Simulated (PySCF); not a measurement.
CsF

| atom | x (Å) | y (Å) | z (Å) |
| --- | --- | --- | --- |
| Cs | 0.0000 | 0.0000 | -0.2987 |
| F | 0.0000 | 0.0000 | 2.0893 |

Core potentials replace the inner electrons of Cs.

These are results of PBE0/def2-TZVP, non-relativistic Hamiltonian with scalar-relativistic core potentials where named, at a bond length of 2.388 Å in PySCF 2.14.0, not measurements.

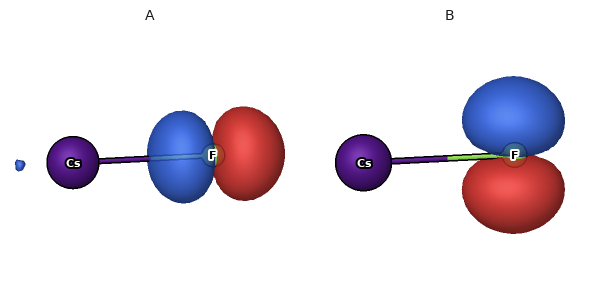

Figure 1. Two frontier orbitals, each drawn at the value that holds 80 % of its norm (red and blue are the two phases), in no order; of a degenerate pair one member is drawn.

> Label each orbital by symmetry, say whether it is occupied, and order them by energy.

Orbital B: π, occupied, −6.58 eV; mainly on F (95 %).
Orbital A: σ, occupied, −6.37 eV; mainly on F (85 %).

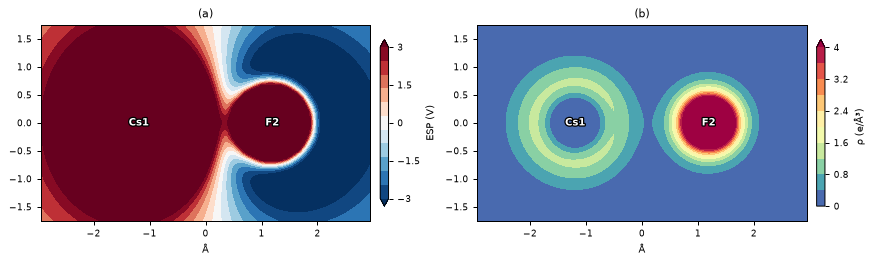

Figure 2. (a) electrostatic potential; (b) electron density on a plane that holds the molecular axis.

> What does the map show?

Atoms in the plane: Cs and F. Cs–F (2.39 Å): ρ is about 0.42 e/Å³ halfway, with its minimum of 0.38 e/Å³ about 1.3 Å from Cs. Outside the dense part of the molecule the potential is most negative (−4.8 V) near F2.

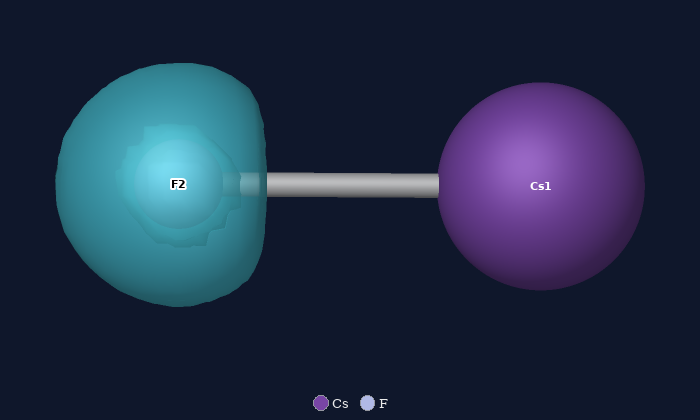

Figure 3. Isosurface of the ELF at 0.75 (cyan), seen from one side. Core shells and regions of very low density are left out.

> What do the ELF domains correspond to?

At this value the surface marks out one region wrapped around F (its valence shell). Profiles from the grid: Cs–F (2.39 Å): the ELF is about 0.25 at the midpoint: a closed-shell, largely ionic contact.

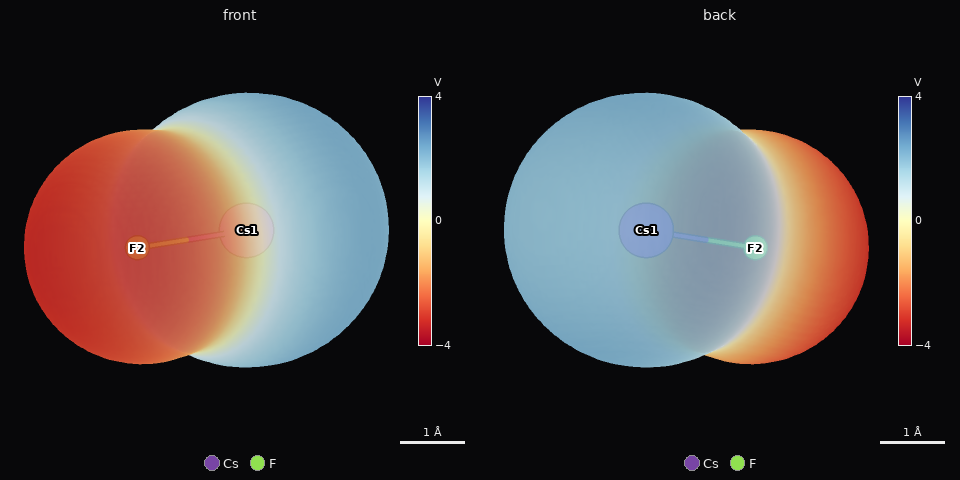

Figure 4. The molecular electrostatic potential painted on the density surface at 0.001 e/bohr³, seen from the front and from behind; red is negative and blue positive.

> Describe the electrostatic potential map.

The most negative region (about −3.3 V) lies over F2, the most positive (about +2.2 V) over Cs1.
